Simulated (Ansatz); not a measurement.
# Cl₂FH₄HfN: what the fields show

```json
{"atom": "Hf", "x (Å)": "0.0565", "y (Å)": "-0.0585", "z (Å)": "0.0304"}
{"atom": "Cl", "x (Å)": "0.6166", "y (Å)": "-0.0296", "z (Å)": "2.3364"}
{"atom": "F", "x (Å)": "1.6433", "y (Å)": "-0.4241", "z (Å)": "-0.9347"}
{"atom": "Cl", "x (Å)": "-0.8309", "y (Å)": "1.9684", "z (Å)": "-0.8285"}
{"atom": "N", "x (Å)": "-1.0267", "y (Å)": "-1.6691", "z (Å)": "-0.4905"}
{"atom": "H", "x (Å)": "-1.9649", "y (Å)": "-1.9407", "z (Å)": "-0.2100"}
{"atom": "H", "x (Å)": "-0.6624", "y (Å)": "-2.3775", "z (Å)": "-1.1256"}
{"atom": "H", "x (Å)": "-2.3856", "y (Å)": "0.3623", "z (Å)": "0.9149"}
{"atom": "H", "x (Å)": "-2.1220", "y (Å)": "-0.0387", "z (Å)": "1.5063"}
```

Core potentials replace the inner electrons of Hf.

Theory: RKS r2SCANh-D4/def2-SVP in Ansatz.

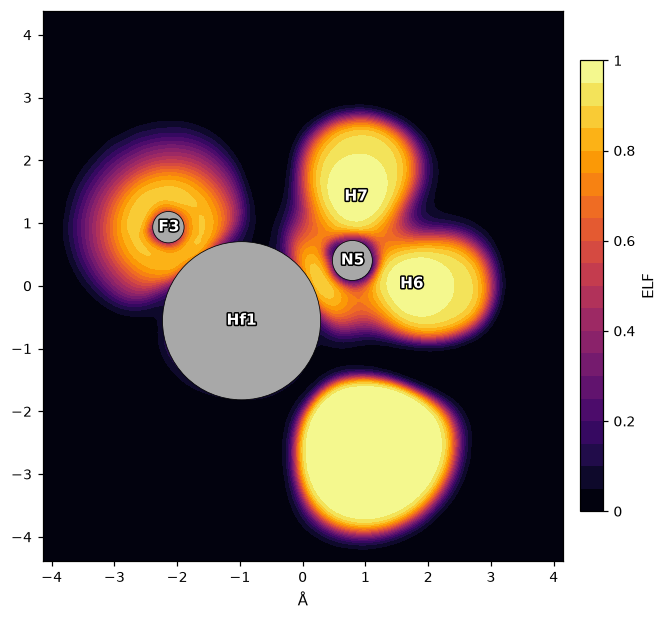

Figure 1. Electron localisation function on the plane of atoms Hf1, N5 and H6. Grey discs cover the atomic cores.

### What do the fields say about this system?

The section cuts through Hf, F, N and H sites. Hf–F (1.89 Å): the ELF peaks at about 0.85 in the valence shell of F, 0.5 Å from its nucleus, and drops to about 0.20 between the two atoms. Hf–N (2.01 Å): the ELF peaks at about 0.90 in the valence shell of N, 0.6 Å from its nucleus, and is about 0.30 at the midpoint. N–H (1.02 Å): the ELF climbs to about 1 towards the hydrogen, as it does in any bond to H; an ordinary covalent bond to hydrogen.

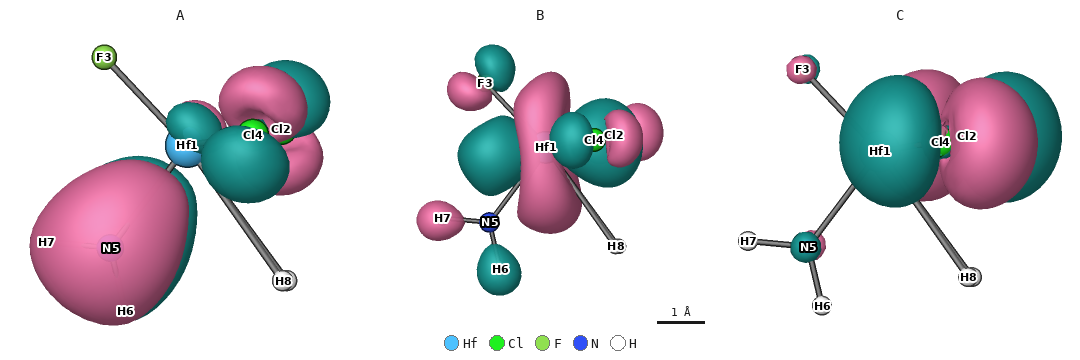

Figure 2. Three frontier orbitals at ±0.1 Å⁻³ᐟ² (teal and pink are the two phases), in no order.

### Order the three orbitals by energy and name them.

C is the HOMO−1 (−8.73 eV). It lies mainly on Cl2 (about 45 %) and Cl4 (about 45 %); largely a combination of lone pairs on Cl2 and Cl4. A is the HOMO (−7.66 eV). Its weight (Hirshfeld) is mainly on N5 (about 65 %), Hf1 (about 15 %), Cl2 (about 5 %) and Cl4 (about 5 %). B is the LUMO (−1.67 eV). It lies mainly on Hf1 (about 70 %), Cl2 (about 5 %), Cl4 (about 5 %) and F3 (about 5 %).

### What is the HOMO–LUMO gap?

5.99 eV between the orbital energies.

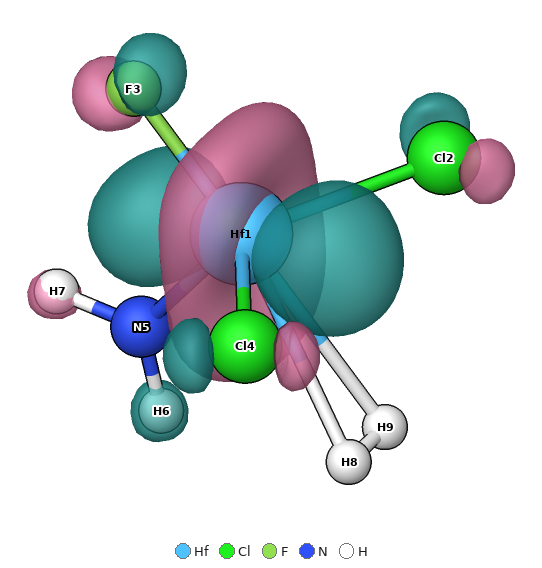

Figure 3. The LUMO at ±0.15 Å⁻³ᐟ² (teal and pink are the two phases), seen at a tilt.

### Where does this orbital lie, and at what energy?

By Hirshfeld shares it lies mainly on Hf1 (about 70 %), Cl2 (about 5 %), Cl4 (about 5 %) and F3 (about 5 %). Its energy is −1.67 eV.
